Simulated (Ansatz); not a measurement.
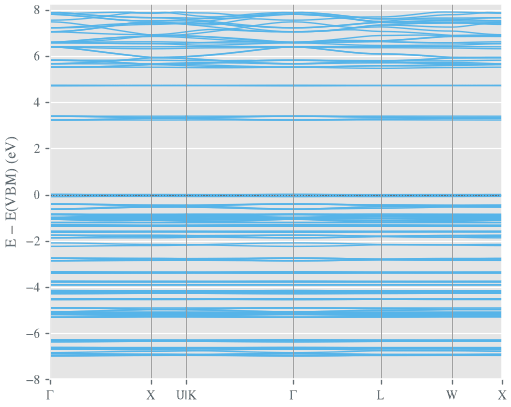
*Band structure from the program Ansatz at the PBE+D3(BJ) level (PAW)*

**Question.** Read off the gap and where the band edges lie.

**Answer.** About 3.2 eV (3.22 eV by a search for the band edges); maximum on the Γ–X line, 17 % of the way from Γ, minimum at X.

The material is C$_{12}$O$_{13}$Zn$_{4}$ in space group Fm-3m (No. 225; Pearson symbol cF232).

The cell is a constructed one: a structure type filled with these elements; neither database checked (COD, Materials Project) lists it. Whether it is the stable phase at ambient conditions was not checked. Symmetry was held in the PBE+D3(BJ) relaxation; its stability against distortions is not shown here.

Potentials: the later of the program's two PAW sets.
